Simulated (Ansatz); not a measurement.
Electronic density of states of amorphous Hf₁₈O₃₉W, density 8.63 g/cm³, on a 2×2×2 Γ-centred mesh with a Gaussian width of 0.1 eV; energies count from the Fermi level, whose place inside the gap is arbitrary. Cell and mesh are small, so fine structure isn't converged. Calculation: PBE, scalar-relativistic without spin-orbit coupling (plane waves to 420 eV, PAW; Ansatz, a program for electronic structure). Sampling: a 2×2×2 Γ-centred mesh; Fermi-Dirac width 0.02 eV; no spin polarisation. At PBE the levels at both edges of the gap are localised (band-tail or defect states), and the nearest spread-out levels lie 4.0 eV apart at the zone centre.

It comes from a melt-quench run on a machine-learned potential (CHGNet), relaxed afterwards by DFT. O atoms were pushed apart under 1.9 Å during the dynamics, to hinder bonds among them. The hot cell started wider than the set density and was brought back towards it in steps. It is the lowest in DFT energy of 2 quenches. It is a model cell: composition and starting density were chosen by hand, and all elements were melted together. No dispersion term was used. Its density started from a set value of 8.85 and ended at 8.63 g/cm³. The simulated quench (nominally 450 K/ps over its main leg) is rapid and tends to freeze in more defects than a deposited or slowly cooled glass has. A cell of this size samples the disorder only roughly. Volume and shape were free in the relaxation.

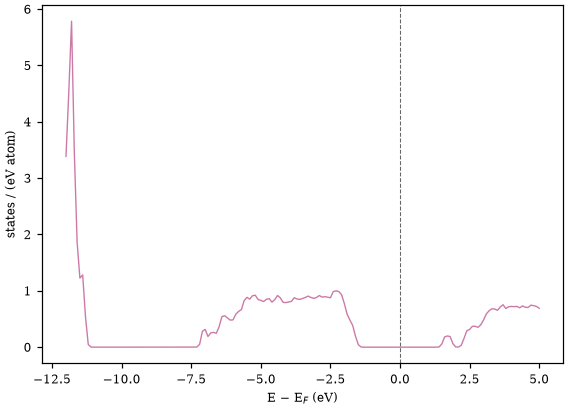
Figure. Density of states per atom

The gap between localised states on this mesh is 3.18 eV; the broadening fills part of it in the curve.
